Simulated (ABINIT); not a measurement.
# MoS2 (P6_3/mmc): G0W0 in ABINIT against the screening cutoff in the self-energy, part 2 of 2

How does the gap of MoS2 (P6_3/mmc) converge in the screening cutoff in the self-energy?

ABINIT 10.8.3; PBE and many-body steps on it, plane waves. Known limits of the many-body steps: not at the basis limit; no spin-orbit coupling; coarse k mesh.

So far. Step 2 (Screening, 6×6×1 mesh, 345 bands, screening to 217.7 eV): Local fields lower ε∞ by 12 %. On a Γ-centred mesh this coarse the value itself is usually too large, while a short band sum pulls it down. Step 5 (2.8 Ha): The gap on the mesh goes from 0.89 eV to 1.15 eV, a correction of +0.26 eV.

The database entry behind the starting cell differs from later determinations by our own check (about 0.3 % long), so it need not match the best structure at ambient conditions.

### 6. 4 Ha

Level of this step: G0W0 on PBE, plane waves, norm-conserving pseudopotentials (ABINIT).

File run.abi:

```
acell 3*1.0 Angstrom
rprim 
  3.169000000004 -0.000000000001 0.000000000000
  -1.584500000001 2.744434504597 0.000000000000
  0.000000000000 0.000000000000 12.324000000000
ntypat 2
znucl 42 16
natom 6
typat 1 1 2 2 2 2
xred 
  0.333333333333 0.666666666667 0.250000000000
  0.666666666667 0.333333333333 0.750000000000
  0.333333333333 0.666666666667 0.623000000000
  0.666666666667 0.333333333333 0.123000000000
  0.333333333333 0.666666666667 0.877000000000
  0.666666666667 0.333333333333 0.377000000000
pp_dirpath "pseudos"
pseudos "Mo.upf, S.upf"
ecut 36
ngkpt 6 6 1
nshiftk 1
shiftk 0 0 0
kptopt 1
chksymbreak 0
istwfk *1
occopt 1
irdwfk 1
optdriver 4
nband 345
gwcalctyp 0
ecutsigx 36
symsigma 1
nkptgw 3
kptgw 
  0.0000000000 0.0000000000 0.0000000000
  0.1666666667 0.1666666667 0.0000000000
  0.3333333333 0.3333333333 0.0000000000
bdgw 
  25 28
  25 28
  25 28
ecuteps 4
irdscr 1
ppmodel 1
indata_prefix "in"
outdata_prefix "out"
tmpdata_prefix "tmp"
```

Run with:

```
OMP_NUM_THREADS=1 mpirun -n 8 abinit run.abi > log
```

The log of the run:

```text
.Version 10.8.3 of ABINIT. v10.8.2 released Aug 2026.

 Symmetries : space group P6_3/m m c (#194); Bravais hP (primitive hexag.)
[... echo of the input left out ...]
== DATASET  1 ==================================================================
-   mpi_nproc: 8, omp_nthreads: 1 (-1 if OMP is not activated)

--- !DatasetInfo
iteration_state: {dtset: 1, }
dimensions: {natom: 6, nkpt: 7, mband: 345, nsppol: 1, nspinor: 1, nspden: 1, mpw: 7481, }
cutoff_energies: {ecut:  36.0, pawecutdg:  -1.0, }
[...]
Band     E0 <VxcDFT>   SigX SigC(E0)      Z dSigC/dE  Sig(E)    E-E0       E
[...]
27   9.486 -17.609 -13.378  -3.634   0.774  -0.291 -17.147   0.462   9.948
       28   9.486 -17.609 -13.378  -3.634   0.774  -0.291 -17.147   0.462   9.948

== END DATASET(S) ==============================================================
================================================================================

 -outvars: echo values of variables after computation  --------
           etotal      0.0000000000E+00
            nband         345
             nkpt           7
          spgroup         194
 [... the other variables as echoed above ...]

 Calculation completed.
```

It took 35 s on 8 MPI ranks of Arm Neoverse V1, shared host; peak memory 2.7 GiB; 4.6 min of CPU time.

Numbers from this step:

```
G0W0 gap on the points computed              : 1.202 eV
starting gap on the mesh                     : 0.8887 eV
k of the valence top                         : 0, 0, 0
k of the conduction bottom                   : 0.1667, 0.1667, 0
least direct G0W0 gap on the computed points : 2.111 eV
```

Against the run before, the gap moves by +0.054 eV.

### 7. 6 Ha

Changes to run.abi since step 6:

```diff
@@ -41,3 +41,3 @@
   25 28
-ecuteps 4
+ecuteps 6
 irdscr 1
```

The log of the run:

```text
.Version 10.8.3 of ABINIT. v10.8.2 released Aug 2026.

 Symmetries : space group P6_3/m m c (#194); Bravais hP (primitive hexag.)
[... echo of the input left out ...]
== DATASET  1 ==================================================================
-   mpi_nproc: 8, omp_nthreads: 1 (-1 if OMP is not activated)

--- !DatasetInfo
iteration_state: {dtset: 1, }
dimensions: {natom: 6, nkpt: 7, mband: 345, nsppol: 1, nspinor: 1, nspden: 1, mpw: 7481, }
cutoff_energies: {ecut:  36.0, pawecutdg:  -1.0, }
[...]
Band     E0 <VxcDFT>   SigX SigC(E0)      Z dSigC/dE  Sig(E)    E-E0       E
[...]
27   9.486 -17.609 -13.378  -3.660   0.772  -0.296 -17.169   0.440   9.926
       28   9.486 -17.609 -13.378  -3.660   0.772  -0.296 -17.169   0.440   9.926

== END DATASET(S) ==============================================================
================================================================================

 -outvars: echo values of variables after computation  --------
           etotal      0.0000000000E+00
            nband         345
             nkpt           7
          spgroup         194
 [... the other variables as echoed above ...]

 Calculation completed.
```

Elapsed: 90 s, on 8 MPI ranks; peak memory 3.4 GiB; 12 min of CPU time.

This step gave:

- G0W0 gap on the points computed: 1.221 eV
- starting gap on the mesh: 0.8887 eV
- k of the valence top: 0, 0, 0
- k of the conduction bottom: 0.1667, 0.1667, 0
- least direct G0W0 gap on the computed points: 2.128 eV

Against the run before, the gap moves by +0.019 eV.

### 8. 8 Ha

Changes to run.abi since step 7:

```diff
@@ -41,3 +41,3 @@
   25 28
-ecuteps 6
+ecuteps 8
 irdscr 1
```

The log of the run:

```text
.Version 10.8.3 of ABINIT. v10.8.2 released Aug 2026.

 Symmetries : space group P6_3/m m c (#194); Bravais hP (primitive hexag.)
[... echo of the input left out ...]
== DATASET  1 ==================================================================
-   mpi_nproc: 8, omp_nthreads: 1 (-1 if OMP is not activated)

--- !DatasetInfo
iteration_state: {dtset: 1, }
dimensions: {natom: 6, nkpt: 7, mband: 345, nsppol: 1, nspinor: 1, nspden: 1, mpw: 7481, }
cutoff_energies: {ecut:  36.0, pawecutdg:  -1.0, }
[...]
Band     E0 <VxcDFT>   SigX SigC(E0)      Z dSigC/dE  Sig(E)    E-E0       E
[...]
27   9.486 -17.609 -13.378  -3.677   0.770  -0.299 -17.183   0.426   9.912
       28   9.486 -17.609 -13.378  -3.677   0.770  -0.299 -17.183   0.426   9.912

== END DATASET(S) ==============================================================
================================================================================

 -outvars: echo values of variables after computation  --------
           etotal      0.0000000000E+00
            nband         345
             nkpt           7
          spgroup         194
 [... the other variables as echoed above ...]

 Calculation completed.
```

Run time: 3.1 min. Hardware: 8 MPI ranks; peak memory 5.3 GiB; 25 min of CPU time.

This step gave:

* G0W0 gap on the points computed: 1.231 eV
* starting gap on the mesh: 0.8887 eV
* k of the valence top: 0, 0, 0
* k of the conduction bottom: 0.1667, 0.1667, 0
* least direct G0W0 gap on the computed points: 2.127 eV

Against the run before, the gap moves by +0.010 eV.

### 9. Side by side

Times are wall times on 8 MPI ranks of Arm Neoverse V1, shared host, good to a factor of about two. A run's time includes the screening step that it read.

```csv
run,mesh,bands,screening cutoff (eV),DFT gap (eV),gap on the mesh (eV),direct (eV),ε∞ used,time
0.8 Ha,6×6×1,345,21.8,0.889,1.196,2.089,14.42,7.3 min
1.6 Ha,6×6×1,345,43.5,0.889,1.113,2.081,14.42,7.3 min
2.8 Ha,6×6×1,345,76.2,0.889,1.148,2.103,14.42,7.4 min
4 Ha,6×6×1,345,108.8,0.889,1.202,2.111,14.42,7.7 min
6 Ha,6×6×1,345,163.3,0.889,1.221,2.128,14.42,8.7 min
8 Ha,6×6×1,345,217.7,0.889,1.231,2.127,14.42,10 min
```

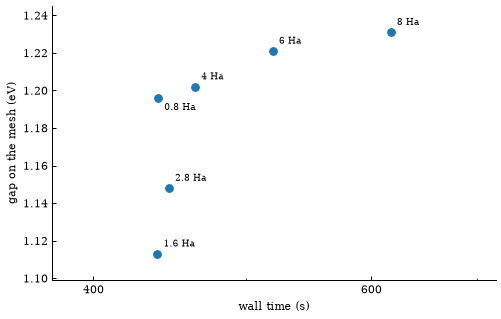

Result against wall time.

### 10. Outcome

```
0.8 Ha       : 1.196 eV
1.6 Ha       : 1.113 eV
2.8 Ha       : 1.148 eV
4 Ha         : 1.202 eV
6 Ha         : 1.221 eV
8 Ha         : 1.231 eV
known limits : not at the basis limit; no spin-orbit coupling; coarse k mesh
```

What this shows: The setting moved: screening cutoff in the self-energy. From 0.8 Ha to 8 Ha the gap moves by +0.04 eV, not steadily: it passes through 1.11 eV. It holds to 0.03 eV from 4 Ha on. Bands and screening cutoff are coupled, so a series along one setting does not show full convergence. Bands and cutoff are finite, so the gap is not at the basis limit. The miss can reach some tenths of an eV and take either sign; the mesh is an error of its own. In the G0W0 runs levels were corrected at 3 k points alone, so a gap called «on the mesh» is the least over those, and an edge elsewhere would be missed. The 6×6×1 mesh is coarse for this cell, which bears on the long-range parts of exchange and screening. The many-body steps are scalar-relativistic: spin-orbit coupling is not in them.

[Paths, hosts, dates, memory and timing lines, banners, echoed tables and standing remarks are left out of the program output.]

[Logs are printed without paths, hosts, clocks, repeated set-up lines and the standing remarks that a program may print on its own settings, such as how far it seeks lower states.]

[Runs of the session that timed out or met a known fault of the program may be left out.]

[Hosts, paths, dates, database ids (printed as entryN), source tags and the programs' standing remarks are cut or masked in the printed files.]

[G0W0 gaps are taken among the corrected bands and points alone; a level outside them can change the order at an edge.]

[Where Ansatz stands beside ABINIT at settings called matched, ABINIT's density can come from a denser mesh and the files from another edition; pairs whose starting gaps differed by over 0.03 eV were left out, so agreement reads better than it is.]
